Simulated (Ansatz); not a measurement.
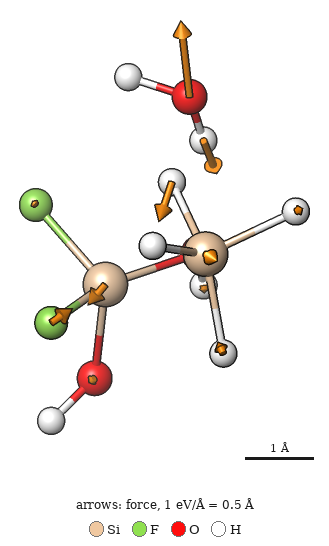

Starting geometry of Si₂H₈O₃F₂ (started from a transition state, displaced along its imaginary mode) with the computed forces as orange arrows. Style: ball-and-stick. Shown from a free direction.

Level of theory: Ansatz, RKS PBE0-D4/def2-TZVP. Set-up: force threshold 0.005 eV/Å; at most 200 steps.

Question: What follows when this structure is relaxed?

Answer: It isn't relaxed: the largest force vector, on an O atom, is 2.55 eV/Å. The final displacements have little in common with the starting forces (cosine between the two patterns 0.17). The largest move after the best rigid fit is that of an H atom, 1.55 Å. Largest moves by element: H 1.55 Å, O 1.29 Å, F 1.03 Å, Si 0.94 Å. Among the contacts that change: Si–Si 2.669 → 4.336 Å, H–Si 2.089 → 3.585 Å, H–Si 1.614 → 1.484 Å, F–Si 1.658 → 1.578 Å. Bond angles that change, for instance: F–Si–O 153.8° → 112.5°, H–Si–H 92.8° → 111.0°, O–Si–O 92.2° → 109.7°. Groups turn about O–Si by about 65°. Over 45 accepted moves (49 points after the start) the energy falls by 196.0 kJ/mol. Largest force component: 1.7 eV/Å at the start, 0.0014 eV/Å at the end. The line search rejected the trial steps at points 12, 21, 25, 28 of the run.
